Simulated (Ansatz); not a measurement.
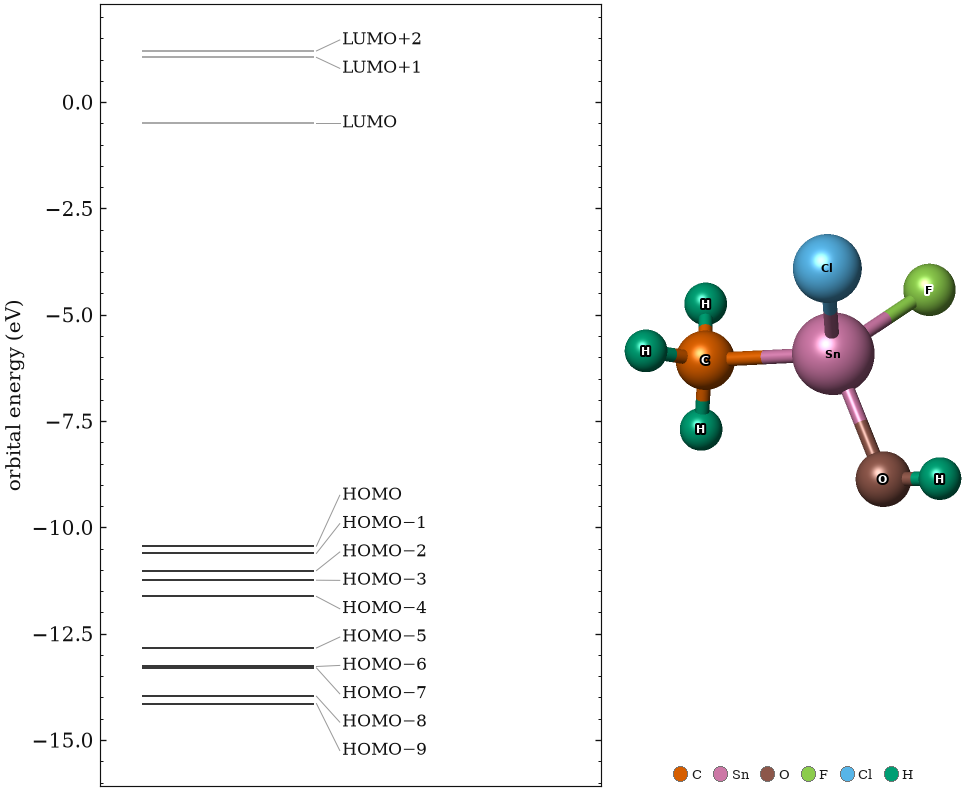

CH₄ClFOSn, SMILES [CH3][Sn@@]([OH])([F])[Cl], singlet. Kohn-Sham orbital energies near the frontier, BHLYP/def2-TZVPP with the Ansatz code 0.2.0, at a PBE0-D4/def2-TZVP geometry (a minimum by its frequencies), isolated molecule; empty levels in grey, levels within 0.03 eV side by side.

> Where do the frontier orbitals lie?

HOMO at −10.44 eV, LUMO at −0.49 eV, 9.95 eV apart.

> List the levels.

| orbital | energy (eV) |
| --- | --- |
| LUMO+2 | 1.20 |
| LUMO+1 | 1.05 |
| LUMO | −0.49 |
| HOMO | −10.44 |
| HOMO−1 | −10.61 |
| HOMO−2 | −11.02 |
| HOMO−3 | −11.24 |
| HOMO−4 | −11.62 |
| HOMO−5 | −12.84 |
| HOMO−6 | −13.27 |
| HOMO−7 | −13.31 |
| HOMO−8 | −13.97 |
| HOMO−9 | −14.14 |

Known limits of this run: core potentials past krypton; spin-orbit coupling is left out, and with Sn it can shift these levels and split any degenerate set; empty levels above zero depend strongly on the basis.
